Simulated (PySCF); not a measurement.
**CH10OS2Si3: density, localisation and related maps**

The calculation's input:

```
{"job": {"kind": "nmr", "xc": "PBE0", "basis": "pcSseg-1"}, "charge": 0, "multiplicity": 1}
Si    -2.050270     1.928876    -0.340683
S     -1.308069     0.052994    -1.083046
C     -0.594306    -0.629187     0.455368
Si    -0.449382    -2.533662     0.244502
O      0.616158    -0.033658     0.769829
Si     1.763366     0.457505    -0.244710
S      3.351362     0.795750     1.140247
H     -3.080132     1.604892     0.641119
H     -0.946021     2.648485     0.279112
H     -2.558474     2.573048    -1.536799
H     -1.291828    -0.380924     1.261606
H      0.269157    -2.785941    -0.999650
H      0.279598    -3.024802     1.410959
H     -1.821047    -3.030245     0.187298
H      1.446768     1.719966    -0.905029
H      2.157880    -0.558635    -1.212899
H      4.208242     1.207568     0.221790
```

Command:

```sh
OMP_NUM_THREADS=1 python probes_run.py task.json out
```

Geometry: GFN2-xTB.

Computed with PySCF 2.14.0, PBE0/pcSseg-1, SCF density, gas phase, non-relativistic.

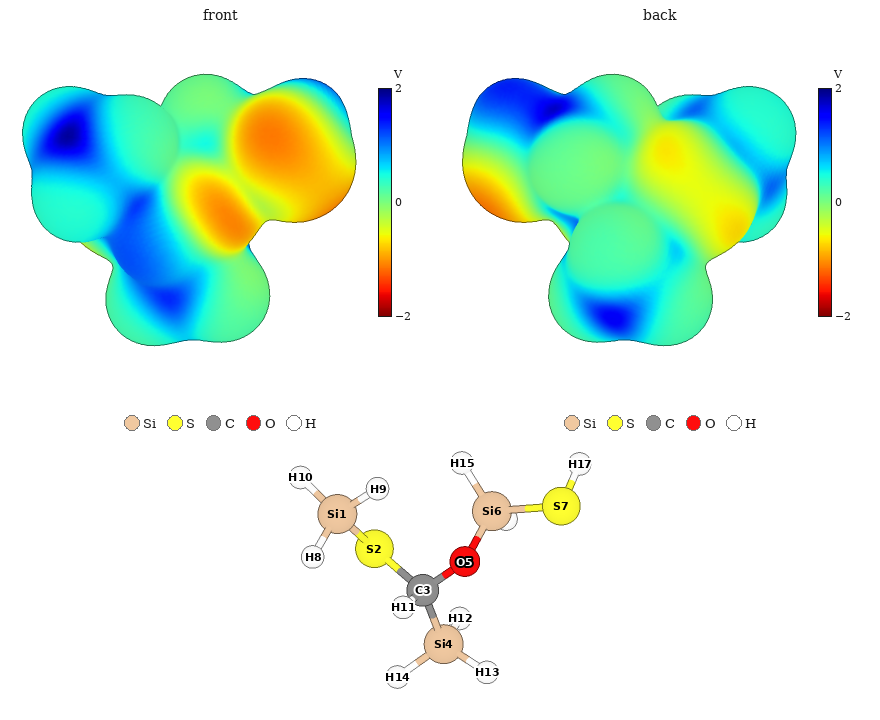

Figure 1. The molecular electrostatic potential painted on the density surface at 0.002 e/bohr³, seen from the front and from behind; the colour scale runs from red (negative) to blue (positive). The bare structure is drawn below in the same view.

Where is the surface potential most negative and most positive?

Answer. The most negative region (about −1.1 V) lies over O5 and S7, the most positive (about +1.7 V) over Si1 and Si6.

How polar is the molecule by this calculation?

Answer. Its dipole moment is 1.72 D.

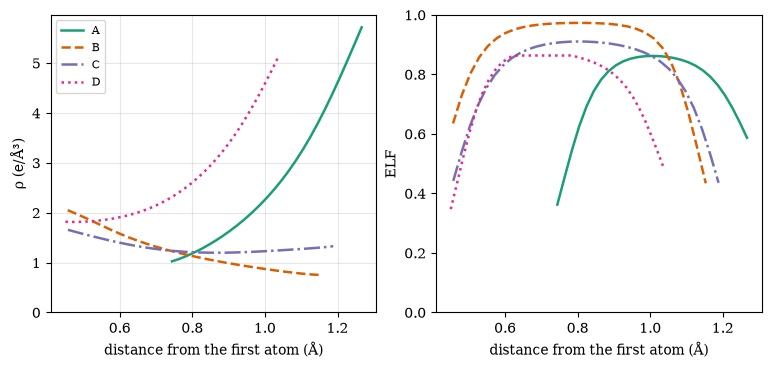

Figure 2. Electron density and ELF along straight lines between neighbouring atoms. The curves leave out the atomic cores.

Which curve belongs to which contact (C–O, C–S, C–Si and Si–O)? The first atom named is at distance zero.

Answer. Curve A: Si–O (1.61 Å): ρ is about 1.2 e/Å³ halfway; the ELF peaks at about 0.85 between the atoms (a polar covalent bond). Curve B: C–Si (1.92 Å): ρ at the midpoint is about 0.92 e/Å³; the ELF peaks at about 1 between the atoms (a covalent bond). Curve C: C–S (1.83 Å): ρ is about 1.2 e/Å³ halfway; the ELF peaks at about 0.90 between the atoms; a covalent bond. Curve D: C–O (1.39 Å): the density is about 2.1 e/Å³ at the midpoint, with its minimum of 1.8 e/Å³ about 0.5 Å from C; the ELF peaks at about 0.85 between the atoms (a polar covalent bond).
